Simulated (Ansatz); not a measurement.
System (SMILES): [B]=O (B-O), doublet.
Atoms: B1, O2. Bonds: B1-O2.

Basis-set convergence of the highest harmonic wavenumber at PBE with Ansatz (a program for electronic structure). Each level at its own minimum, finite differences of forces, unscaled; the reference is a large set that could be run, not a limit. Cartesian d functions, on some or all atoms, in 6-31+G*; all else is spherical. The program fits the integrals of some runs and decomposes those of others, by size. Open shells are unrestricted. No added dispersion term, no relativity. Reference: the value in aug-pcseg-3, 1859 cm⁻¹. Deviations are taken from unrounded values.

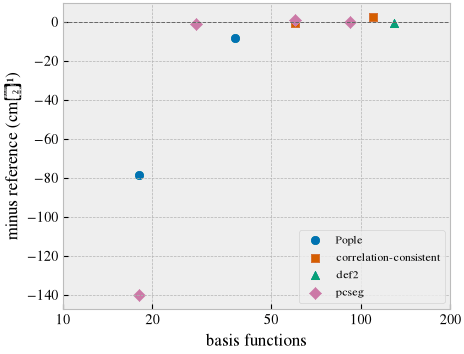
*Deviation from the reference against the number of basis functions, by family of sets.*

```tsv
basis	functions	highest harmonic wavenumber (cm⁻¹)	minus reference (cm⁻¹)
3-21G	18	1781	-79
pcseg-0	18	1719	-140
pcseg-1	28	1858	-1
6-31+G*	38	1851	-9
cc-pVTZ	60	1858	-1
pcseg-2	60	1860	1
aug-pcseg-2	92	1859	0
cc-pVQZ	110	1862	2
def2-QZVPPD	129	1859	0
```
